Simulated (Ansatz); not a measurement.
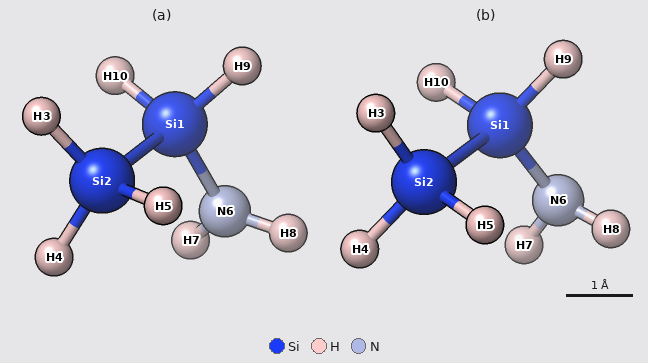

The structure of Si₂NH₇ before (left) and after (right) a relaxation, at one scale.

Style: ball-and-stick. Shown from a free direction.

The run prepares the start of a later molecular dynamics calculation, from a guessed geometry.

Level of theory: RKS B3LYP-D4/6-31G* in Ansatz 0.2.0. Set-up: no spin polarisation; force threshold 0.02 eV/Å; at most 40 steps.

Q: Summarise the run.

A: The largest move after the best rigid fit is that of H4, 0.31 Å. Largest moves by element: H 0.31 Å, N 0.25 Å, Si 0.11 Å. Among the contacts that change: Si1–Si2 2.220 → 2.358 Å, Si1–N6 1.820 → 1.745 Å, N6–H7 1.060 → 1.014 Å, Si1–H10 1.459 → 1.490 Å. Among the angles between lasting bonds that change: H7–N6–H8 120.0° → 109.6°, Si2–Si1–N6 109.5° → 116.2°, Si1–Si2–H3 109.5° → 112.1°. Over 8 geometry steps the energy falls by 10.7 kcal/mol. The largest force component goes from 2.4 to 0.0084 eV/Å.
